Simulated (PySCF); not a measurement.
## Electronic structure of NaAs (triplet) in real space

```xyz
2

Na    0.0000    0.0000   -2.1089
As    0.0000    0.0000    0.6471
```

Level of theory: PBE0/def2-SVP, non-relativistic Hamiltonian with scalar-relativistic core potentials where named, at a bond length of 2.756 Å in PySCF.

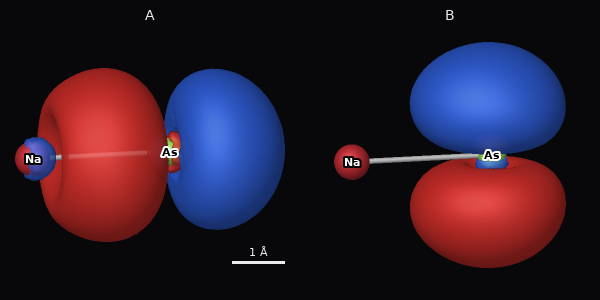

Figure 1. Two frontier α-spin orbitals, each drawn at the value that holds 80 % of its norm (blue and red are the two phases), in no order; of a degenerate pair one member is drawn.

Q: Name the orbitals and rank them from lowest to highest energy.

A: Orbital B: π, occupied in this spin, −5.37 eV; mainly on As (95 %).
Orbital A: σ, occupied in this spin, −5.05 eV; mainly on As (85 %).

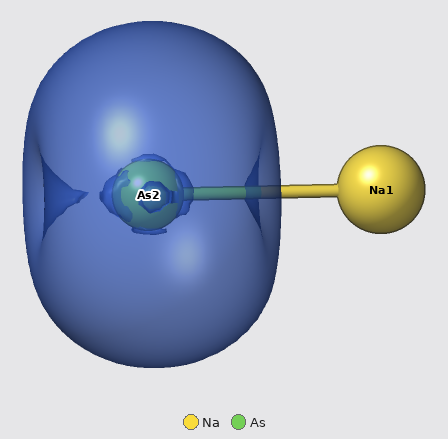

Figure 2. Isosurfaces of the spin density at +0.015 (blue) and −0.015 e/Å³ (red), seen from one side.

Q: Describe the spin distribution.

A: The unpaired spin (2 electrons) lies mostly on As2 (about 2.0), in electrons by Hirshfeld's partition.

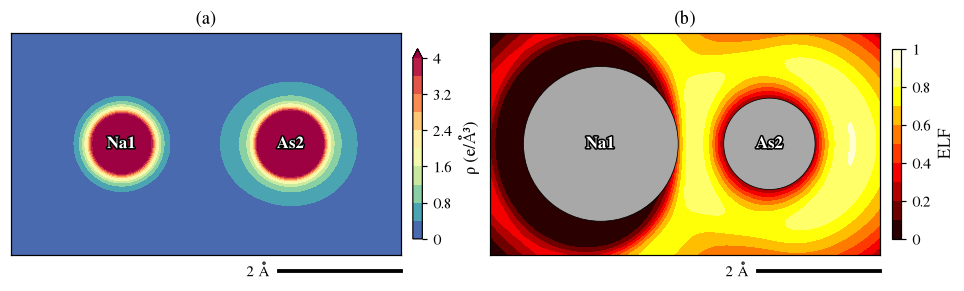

Figure 3. (a) total electron density; (b) ELF on a plane that holds the molecular axis. Grey discs cover the atomic cores in the ELF map.

Q: Read the bonding off the picture.

A: The section cuts through Na and As sites.
Na–As (2.76 Å): the density is about 0.24 e/Å³ at the midpoint; the ELF peaks at about 0.85 in the valence shell of As, 1.2 Å from its nucleus, and is about 0.75 at the midpoint.
